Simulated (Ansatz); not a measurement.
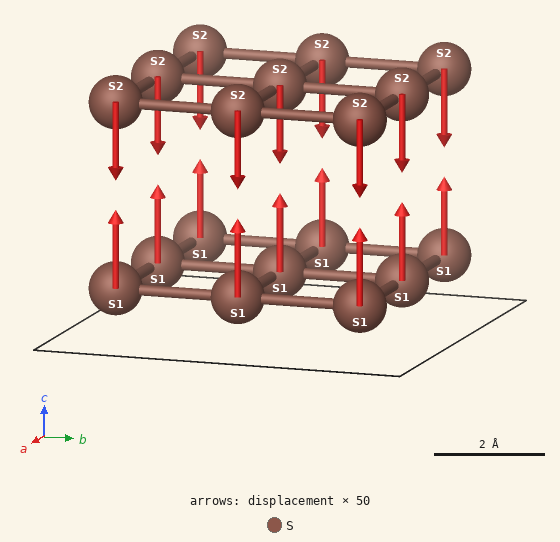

A relaxation of a free-standing layer of S (a generated structure, set up in P4/mmm) (coarse preliminary run). The starting structure is drawn; red arrows show the displacements (the part carried along by the change of the cell is left out), 50 times their true length.

A ball-and-stick model of the 3 × 3 repeat of the cell, outlined in the plane, without the vacuum, seen slightly off an axis.

Level of theory: DFT PBE+D3(BJ), scalar-relativistic, plane waves, PAW in Ansatz 0.2.0. Set-up: plane-wave cutoff 420 eV; k-point mesh 8 × 8 × 1; occupations gaussian; smearing width 0.1 eV; no spin polarisation; cell and atoms relaxed; force threshold 0.04 eV/Å; at most 70 steps.

What did the optimiser do to the structure, and how much energy did it gain?

The largest moves relative to the cell and the layer's centre, 0.029 Å, are those of S1 and S2. S1 goes along the normal (+c). In the plane the drawn cell goes a 7.058 → 7.089 Å (+0.4 %), b 7.058 → 7.089 Å (+0.4 %). Near-neighbour distances that change, for instance: S1–S1 2.353 → 2.363 Å. After 2 accepted moves (4 points after the start) the energy has fallen by 1.3 meV per atom. The largest force component goes from 0.031 to 0.0014 eV/Å. The line search rejected the trial step at point 1 of the run. The SCF was repeated once at an unchanged geometry on a basis and grid sized afresh for the cell, which shifted the energy by less than 0.05 meV per atom at most. The program noted that it reset the height of the cell.
